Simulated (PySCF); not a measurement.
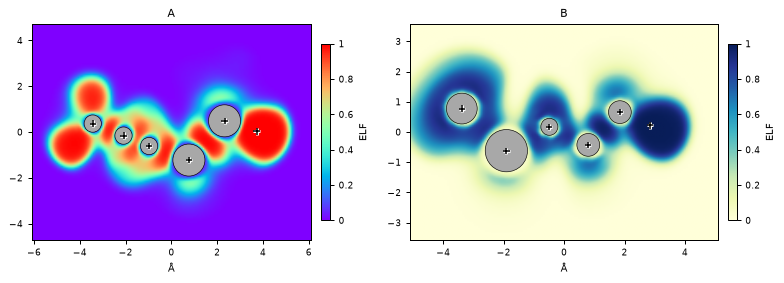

The electron localisation function of 2 systems, each on a plane through atoms (crosses mark nuclei in the plane; grey discs cover the cores).

All numbers below come from PySCF 2.14.0, B3LYP/def2-SVPD, SCF density, gas phase.

System 1: C3H8FPSi2, the plane of atoms Si4, Si6 and H13. Geometry: GFN2-xTB.

```xyz
15

C     3.1406    0.8301    0.8619
C     2.0550    0.2315    0.1219
C     1.1589   -0.2712   -0.5100
Si   -0.2691   -1.0022   -1.4183
F     0.0202   -2.5919   -1.5349
Si   -2.2617   -0.8172   -0.2561
P    -2.7626    1.3549   -0.0161
H     4.0881    0.3894    0.5528
H     3.1690    1.9032    0.6729
H     3.0031    0.6612    1.9298
H    -0.2088   -0.5682   -2.8122
H    -2.2423   -1.4903    1.0554
H    -3.4206   -1.3784   -0.9696
H    -1.7674    1.6074    0.9082
H    -3.7069    1.1497    0.9679
```

System 2: C2H5Cl3OSi, the plane of atoms Si1, O2 and C3. Geometry: PBE0-D3(BJ)/def2-SVP.

```yaml
atoms:
  - { symbol: Si, position_ang: [0.8846, -0.0555, -1.8224] }
  - { symbol: O, position_ang: [0.6444, -0.0505, -0.2130] }
  - { symbol: C, position_ang: [-0.6134, 0.0043, 0.4440] }
  - { symbol: C, position_ang: [-0.3893, 0.0350, 1.9342] }
  - { symbol: H, position_ang: [-1.1621, 0.9033, 0.1111] }
  - { symbol: H, position_ang: [-1.2152, -0.8759, 0.1549] }
  - { symbol: H, position_ang: [-1.3518, 0.0841, 2.4646] }
  - { symbol: H, position_ang: [0.1460, -0.8675, 2.2639] }
  - { symbol: H, position_ang: [0.2112, 0.9124, 2.2160] }
  - { symbol: Cl, position_ang: [2.8883, -0.0924, -2.1430] }
  - { symbol: Cl, position_ang: [0.0632, 1.6109, -2.6776] }
  - { symbol: Cl, position_ang: [0.0097, -1.6909, -2.6818] }
```

### Match each panel to its system.

Panel A is system 1, C3H8FPSi2: the plane holds C, Si and H. C–C (1.21 Å): the ELF peaks at about 0.85 between the atoms (a multiple bond). Panel B is system 2, C2H5Cl3OSi: the plane holds Si, O, C, H and Cl. C–O (1.42 Å): the ELF peaks at about 0.90 between the atoms (a shared but strongly polarised pair).
